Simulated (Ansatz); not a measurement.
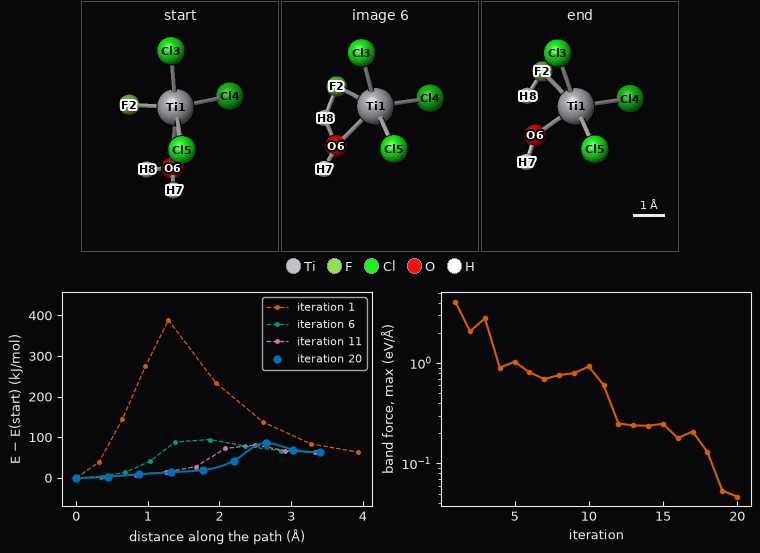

NEB run on TiH$_{2}$OCl$_{3}$F. Images are numbered from 0 (start) to 8 (end). The plot follows the band through its iterations. A ball-and-stick model, seen from a free direction.

All numbers below come from Ansatz, RKS B3LYP-D4/def2-SVP. Set-up: 7 movable images; climbing image; force threshold 0.05 eV/Å; iteration limit 60; starting path through a guess of the saddle point.

> Judge this run.

The result is final at these settings. The band converged in 20 iterations. The largest component of the band force went from 4.1 to 0.047 eV/Å. The climbing image converged on the top of the path. Its vibrational analysis gives one imaginary mode (794i cm⁻¹), as a transition state must have. The first iteration put the highest image at 388.4 kJ/mol. The highest point, image 6, lies 86.4 kJ/mol above the start and 23.0 kJ/mol above the end; the end is at +63.3 kJ/mol relative to the start.

The run took 7.6 min on 4 threads of Arm Neoverse V1, with other jobs on the host, peak memory 0.37 GiB.
